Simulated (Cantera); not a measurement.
Feed: 1 mol SiHCl3, a varied amount of NH3, held at 802 °C and 270 Torr.

These are equilibrium values from Cantera (NASA tables, ideal gas, pure condensed phases), not measurements of a reactor. Candidate condensed phases: NH4Cl, Si, Si3N4; 28 gas species. The tables' values for SiCl3 are old estimates; treat these amounts as uncertain. The numbers say what is thermodynamically allowed, not how fast it happens.

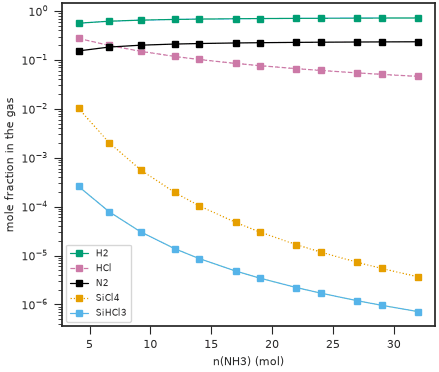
Equilibrium gas composition (values under 1e-9 drawn at 1e-9)

Problem. Read off the mole fractions at 4.1 mol NH3.

Solution. H2 about 0.56, HCl about 0.27, N2 about 0.15, SiCl4 about 0.010, SiHCl3 about 0.00026.
